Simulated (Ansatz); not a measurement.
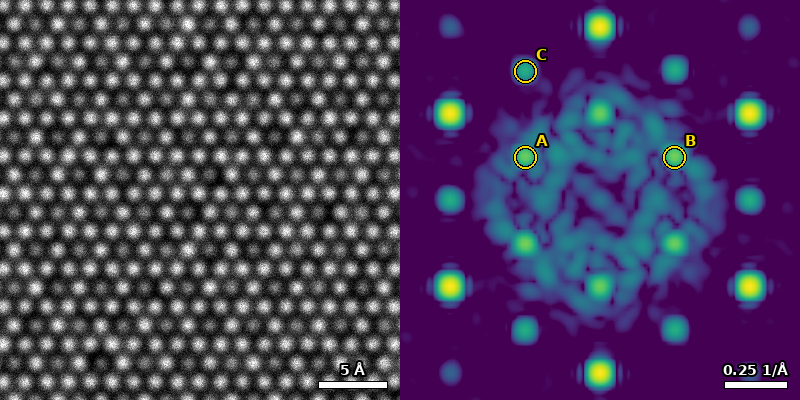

Z-contrast image of GaRh3C (Pm-3m, No. 221) along [111]. The image is simulated as a sum over atoms of Z^1.6, blurred by a 0.93 Å probe (no channelling). Shot noise and the speckle of an amorphous layer were added. Structure used: the end point of a relaxation with DFT PBEsol, scalar-relativistic, plane waves, PAW in Ansatz 0.2.0; the starting structure was generated, so it need not be a known form of this composition.

The right panel is the modulus of the image's Fourier transform on a logarithmic scale.

a = 3.995 Å, b = 3.995 Å, c = 3.995 Å, α = 90.00°, β = 90.00°, γ = 90.00°

> Index the marked spots and give their plane spacings (the zone axis points at the viewer; indices equivalent by symmetry, or all signs reversed, are as good).

A: (-1 1 0), d = 2.82 Å; B: (1 0 -1), d = 2.82 Å; C: (-1 2 -1), d = 1.63 Å. A and B enclose 120°, and every spot obeys the zone law hu + kv + lw = 0 for [111].
